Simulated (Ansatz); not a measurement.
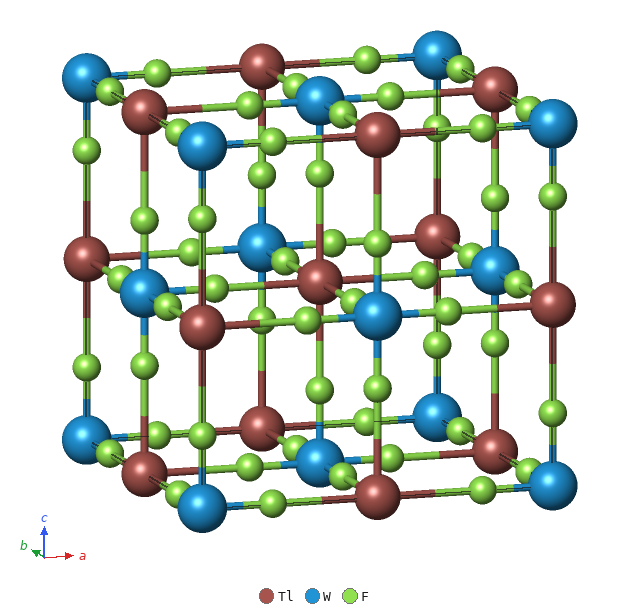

Ball-and-stick model, viewed slightly off an axis. One conventional unit cell is outlined, and atoms on its boundary appear in each equivalent place.

TlWF6, space group Fm-3m (No. 225), a = 9.543 Å, b = 9.543 Å, c = 9.543 Å, α = 90.00°, β = 90.00°, γ = 90.00°. The cell started as a structure type filled with these elements by a generator (whether the compound takes this form wasn't checked). Earlier steps of the study may have refined or changed the cell and positions. Ansatz was used for an electronic-structure calculation on it.

This one geometry was computed with Ansatz (DFT, plane waves, PAW) at three levels of theory: PBE, r2SCAN and PBE+U (U_eff = 6.20 eV on W d).

Q: Which level gives the highest pressure at this volume, and what does that say about its equilibrium volume?

A: Highest: PBE (0.0 GPa) and PBE+U (U_eff = 6.20 eV on W d) (0.3 GPa), which points to the largest equilibrium volume. Lowest, with the smallest volume: r2SCAN (-1.8 GPa). Levels within 0.5 GPa of each other can't be told apart.

Q: How does the band gap change with the level of theory?

A: All levels give a metal.

Q: Collect the results in a table.

A:
| level | cutoff (eV) | k-mesh of the run's cell | gap (eV) | pressure (GPa) |
| --- | --- | --- | --- | --- |
| PBE | 420 | 8×8×8 | metal | 0.0 |
| r2SCAN | 500 | 8×8×8 | metal | -1.8 |
| PBE+U (U_eff = 6.20 eV on W d) | 420 | 8×8×8 | metal | 0.3 |

Gaps are taken on the k-mesh or band path of each run.
